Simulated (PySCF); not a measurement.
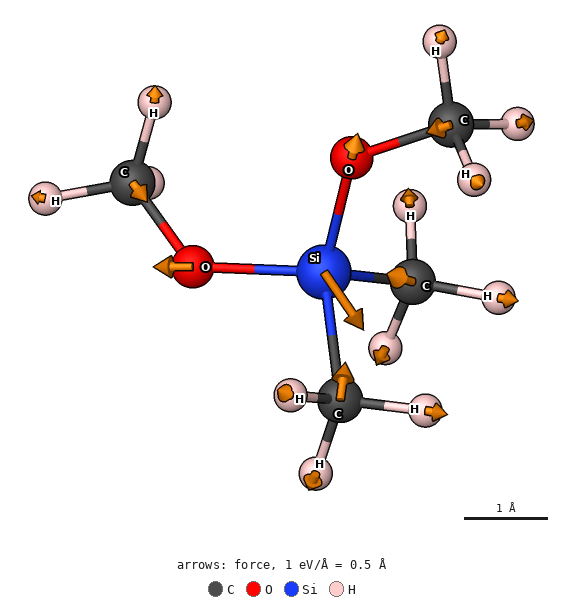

Starting geometry of C$_{4}$H$_{12}$O$_{2}$Si with the computed forces as orange arrows. Style: ball-and-stick. Shown at a tilt.

The start comes from GFN2-xTB.

Theory: PBE0-D3(BJ)/def2-SVP geometry optimisation, gas phase in PySCF. 

Question: What follows when this structure is relaxed?

Answer: It isn't relaxed: the largest force vector, on the Si atom, is 1.76 eV/Å. The final displacements have little in common with the starting forces (cosine between the two patterns 0.11). Over 8 geometry steps the energy falls by 12.6 kJ/mol. The largest move after the best rigid fit is that of an H atom, 0.27 Å. Largest moves by element: H 0.27 Å, O 0.12 Å, C 0.09 Å, Si 0.09 Å. Near-neighbour distances that change, for instance: C–Si 1.911 → 1.871 Å, C–Si 1.896 → 1.860 Å, O–Si 1.623 → 1.658 Å, O–Si 1.639 → 1.671 Å. Bond angles that change, for instance: Si–O–C 128.7° → 124.5°, C–Si–O 103.9° → 106.6°, C–O–Si 128.7° → 126.1°. The run took roughly 100 core-seconds on a shared host.
